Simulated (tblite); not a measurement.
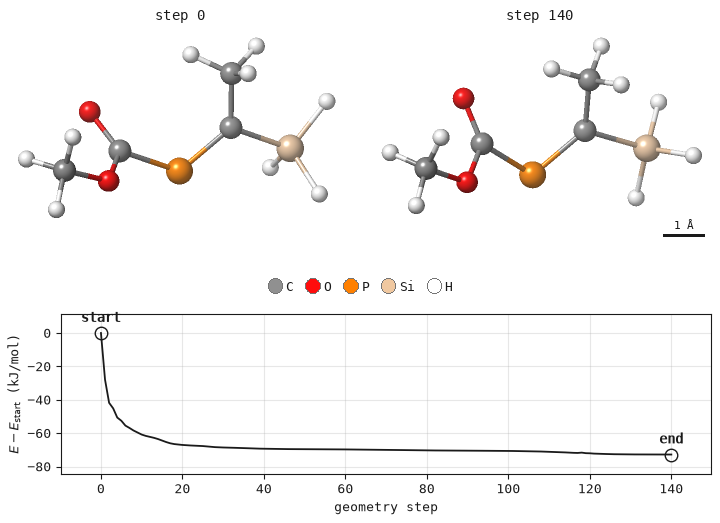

First and last geometry of a relaxation of C4H9O2PSi, with the history of the run. Style: ball-and-stick. Shown at a tilt.

Level of theory: GFN2-xTB geometry optimisation, gas phase (tblite 0.8.0). 

**Read the history and describe the run.**

It converged. The largest moves after the best rigid fit, 1.04 Å, are those of H atoms. Largest moves by element: H 1.04 Å, O 0.55 Å, C 0.26 Å, P 0.25 Å, Si 0.08 Å. Some distances before and after: C–Si 1.837 → 1.895 Å, C–O 1.259 → 1.202 Å, C–O 1.375 → 1.331 Å, C–H 1.129 → 1.091 Å. Bond angles that change, for instance: C–P–C 118.6° → 103.1°, O–C–P 117.5° → 107.1°, C–O–C 124.4° → 117.0°. Groups turn about C–Si by about 50°, C–C by about 25°. The energy falls by 72.8 kJ/mol in 140 geometry steps.

| step | E − E(0), kJ/mol |
| --- | --- |
| 0 | 0.00 |
| 1 | -27.94 |
| 2 | -41.81 |
| 3 | -45.15 |
| 4 | -50.64 |
| 5 | -52.56 |
| 6 | -55.47 |
| 7 | -56.88 |
| 8 | -58.42 |
| 9 | -59.65 |
| 10 | -60.84 |
| 17 | -66.07 |
| 24 | -67.58 |
| 31 | -68.66 |
| 37 | -69.13 |
| 44 | -69.49 |
| 51 | -69.60 |
| 58 | -69.71 |
| 65 | -69.89 |
| 72 | -70.08 |
| 78 | -70.26 |
| 85 | -70.43 |
| 92 | -70.51 |
| 99 | -70.62 |
| 106 | -70.89 |
| 113 | -71.42 |
| 119 | -71.98 |
| 126 | -72.61 |
| 133 | -72.76 |
| 140 | -72.80 |
